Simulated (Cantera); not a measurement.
Feed: 1 mol C₆H₆, 0.008 mol O₂, 8.6 mol N₂, equilibrated at 1500000 Pa.

Cantera equilibrium calculation (NASA polynomials, part measured and part estimated; ideal gas, pure solids and liquids). Candidate condensed phases: C, C₆H₆, C₇H₈, C₈H₁₈, H₂O; 136 gas species. The numbers say what is thermodynamically allowed, not how fast it happens.

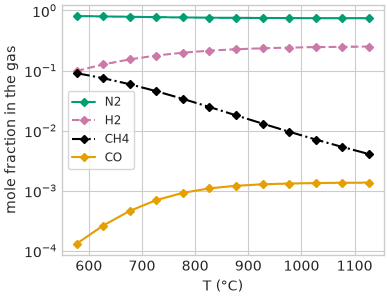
*Equilibrium gas composition (values under 1e-9 drawn at 1e-9)*

From 577 °C to 1127 °C the condensed part is C(graphite). The main C-bearing gas is CH₄ throughout. The share of C in condensed phases is highest at 1127 °C (98.9 %) and lowest at 577 °C (83.9 %).
